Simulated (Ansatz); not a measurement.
```yaml
atoms:
  - { symbol: C, position_ang: [0.7907, 0.6740, -2.4486] }
  - { symbol: Cu, position_ang: [-0.8859, -0.9458, -0.7299] }
  - { symbol: F, position_ang: [-2.5999, -3.5962, -0.8589] }
  - { symbol: F, position_ang: [-2.3190, -2.8428, 1.3999] }
  - { symbol: F, position_ang: [-3.8803, -1.7481, -0.0493] }
  - { symbol: O, position_ang: [0.3868, 0.1509, -1.2445] }
  - { symbol: P, position_ang: [-2.3853, -2.2522, -0.0616] }
  - { symbol: H, position_ang: [1.6788, 1.3271, -2.3167] }
  - { symbol: H, position_ang: [0.0186, 1.3044, -2.9436] }
  - { symbol: H, position_ang: [1.0855, -0.0960, -3.1959] }
```

Geometry: PBE0-D4/def2-SVP.

Method: Ansatz 0.2.0, isolated molecule in a Gaussian basis; Kohn-Sham density functional theory, functional PBE0.

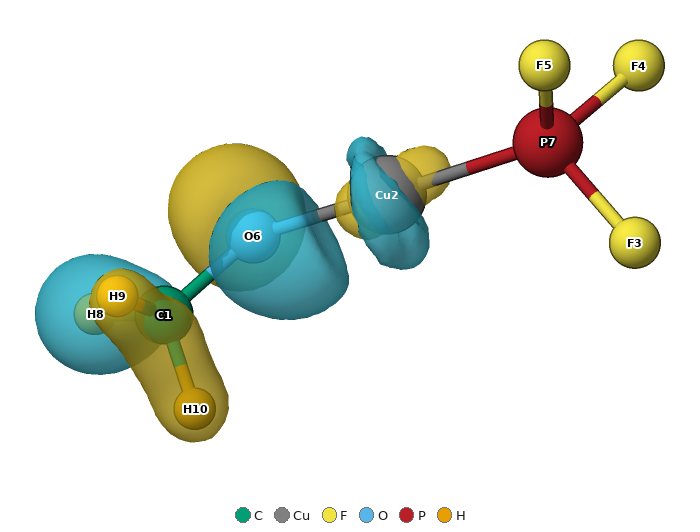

CH3CuF3OP (SMILES C[O][Cu-][P+](F)(F)F). The HOMO−1 at ±0.15 Å⁻³ᐟ² (yellow and cyan are the two phases), seen at an oblique angle.

### Describe this orbital and give its energy.

Its weight (Hirshfeld) is mainly on O6 (about 50 %), Cu2 (about 20 %), C1 (about 15 %) and H8 (about 10 %). Its energy is −6.70 eV.
